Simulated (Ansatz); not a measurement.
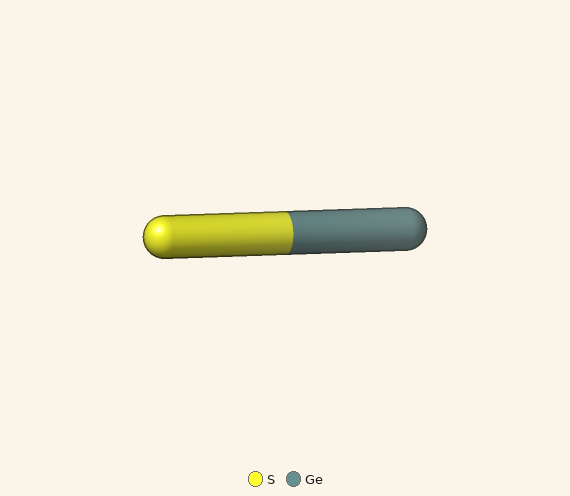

The picture shows the input geometry.

Input file:

```yaml
crystal:
  periodic: [false, false, false]
  atoms:
    - {symbol: S, position_ang: [-0.007412, 0.021986, -0.002540]}
    - {symbol: Ge, position_ang: [-0.033446, -0.002105, 2.010834]}
basis:
  gaussian: {orbitals: def2-SVPD, point_charges: [{charge: 2.00, position_ang: [4.372, 0.322, 0.781]}]}
hamiltonian: {xc: {name: wB97X}}
```

Command:

```sh
ansatz run in.yaml --threads 2 --pin off --events-out ev --progress --plain --max-ram 32768MiB --backend cpu
```

Output:

```
Functional definition: wB97X
  name "wB97X"
  cite "Chai & Head-Gordon, J. Chem. Phys. 128, 084106 (2008) doi:10.1063/1.2834918"
  cite "Becke, J. Chem. Phys. 107, 8554 (1997) doi:10.1063/1.475007"
  parameter omega = 0.3/bohr
  parameter cx = 0.157706
  parameter cx1 = 0.726479
  parameter cx2 = 1.04760
  parameter cx3 = -5.70635
  parameter cx4 = 13.2794
  parameter css1 = -4.33879
  parameter css2 = 18.2308
  parameter css3 = -31.7430
  parameter css4 = 17.2901
  parameter cos1 = 2.37031
  parameter cos2 = -11.3995
  parameter cos3 = 6.58405
  parameter cos4 = -3.78132
  # The coefficients of nought are those of the uniform gas.
  exchange = spin_sum(e_x_unif_sr(omega)*poly(b97_u_x, 1 - cx, cx1, cx2, cx3, cx4)) + cx*exact_x_sr(omega)
      + exact_x_lr(omega)
  correlation = spin_sum(e_c_pw_same_spin*poly(b97_u_same, 1, css1, css2, css3, css4))
      + integral(e_c_pw_opposite_spin*poly(b97_u_opposite, 1, cos1, cos2, cos3, cos4))
611 factors; integrals over basis functions are off by at most 6.2e-4 eV
188 factors; integrals over basis functions are off by at most 3.0e-5 eV
mean field evaluation 1: about -67343.2204 eV, gradient 2.7e1 eV
mean field evaluation 2: about -67341.9272 eV, gradient 3.6e1 eV
mean field evaluation 4: about -67345.5346 eV, gradient 6.5e-1 eV
mean field evaluation 8: about -67345.5411 eV, gradient 2.5e-2 eV
mean field evaluation 16: about -67345.5411 eV, gradient 3.9e-5 eV
mean field -67345.54112081 eV, -2474.9029877424 hartree, gradient 3.9e-5 eV, S^2 0.000000; 0 other end points of the search recorded, 0 dependent functions left out
reference -67345.54109351 eV, -2474.9029867394 hartree; 24, 24 occupied and 41, 41 virtual orbitals, 611 factors
Total energy: -67345.54109351 eV, -2474.9029867394 hartree
```

Self-consistency was reached.
